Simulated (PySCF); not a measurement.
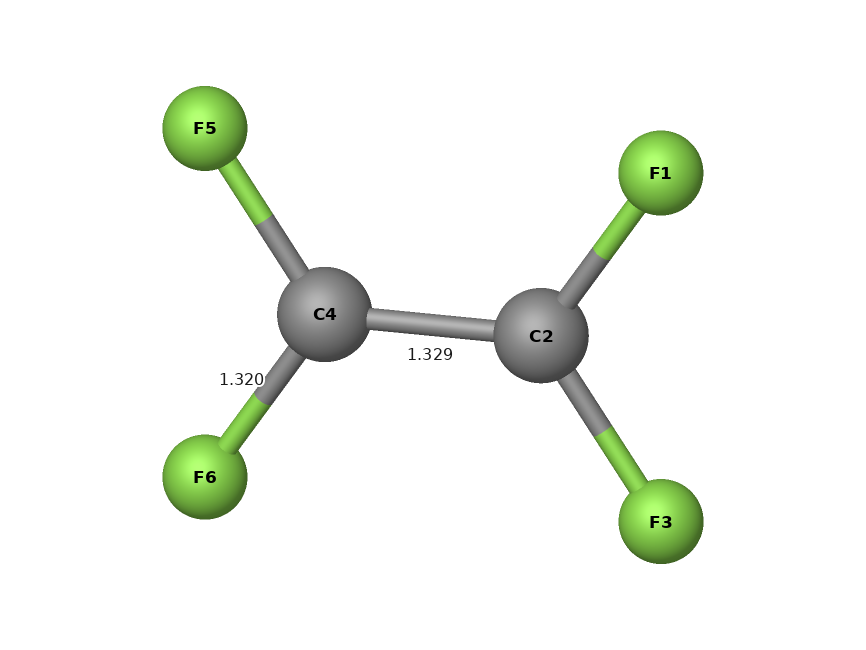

The numbers beside the sticks are distances in Å. Sticks don't show bond order. The geometry was computed by an optimisation with GFN2-xTB. No frequency run is at hand to confirm it as a minimum.

Q: Assign a bond order to each marked bond.

A: C2–C4 double; C4–F6 single.

Q: Give the structure as SMILES.

A: FC(F)=C(F)F
